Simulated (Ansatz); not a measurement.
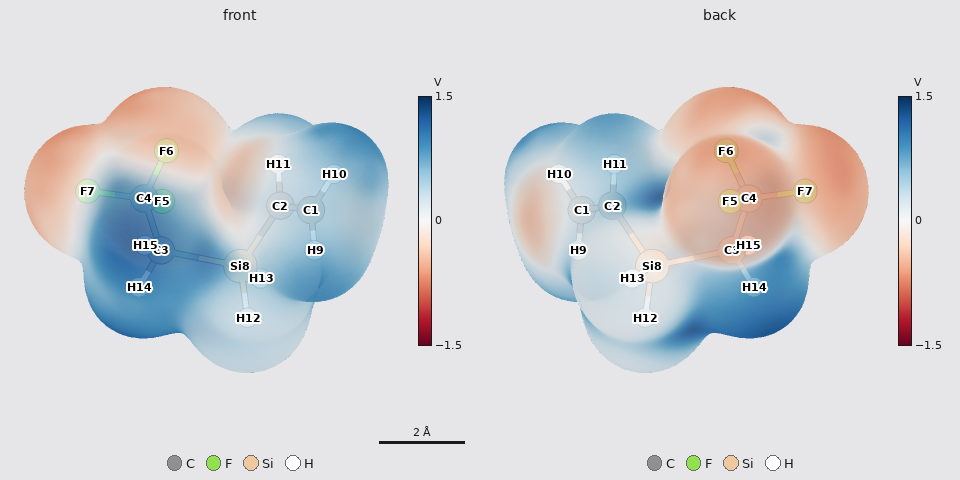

*C$_{4}$H$_{7}$F$_{3}$Si. The electrostatic potential painted on the density surface at 0.002 e/bohr³, seen from the front and from behind; the colour scale runs from red (negative) to blue (positive).*

Geometry: B3LYP-D3(BJ)/def2-SVP.

Computed with isolated molecule in a Gaussian basis; Kohn-Sham density functional theory, functional PBE0 (Ansatz).

The calculation's input:

```
crystal:
  periodic: [false, false, false]
  atoms:
    - {symbol: C, position_ang: [-2.276346, -0.504583, -2.587887]}
    - {symbol: C, position_ang: [-2.231487, -0.814187, -1.284759]}
    - {symbol: C, position_ang: [0.115167, -1.221821, 0.725163]}
    - {symbol: C, position_ang: [-0.576930, -0.579917, 1.898270]}
    - {symbol: F, position_ang: [-1.337681, -1.463739, 2.575096]}
    - {symbol: F, position_ang: [-1.392882, 0.423165, 1.508294]}
    - {symbol: F, position_ang: [0.293623, -0.054513, 2.779566]}
    - {symbol: Si, position_ang: [-1.031156, -2.048356, -0.558896]}
    - {symbol: H, position_ang: [-1.603112, -0.968625, -3.317988]}
    - {symbol: H, position_ang: [-2.987488, 0.226855, -2.988452]}
    - {symbol: H, position_ang: [-2.929951, -0.309420, -0.605198]}
    - {symbol: H, position_ang: [-0.155303, -2.579850, -1.642463]}
    - {symbol: H, position_ang: [-1.742715, -3.178465, 0.102518]}
    - {symbol: H, position_ang: [0.814620, -1.976237, 1.118825]}
    - {symbol: H, position_ang: [0.715516, -0.446994, 0.223330]}
basis:
  gaussian:
    orbitals: def2-SVPD
output:
  forces: true
  orbitals: {seedname: orbitals}
hamiltonian:
  xc: pbe0
```

Command:

```sh
ansatz run input.yaml --threads 4 --pin off --max-ram 7830MiB --events-out events.jsonl --progress --plain --runs-dir runs
```

Describe the electrostatic potential map.

Answer. The most negative region (about −0.7 V) lies over F5 and F7, the most positive (about +1.3 V) over Si8, H14 and H15.
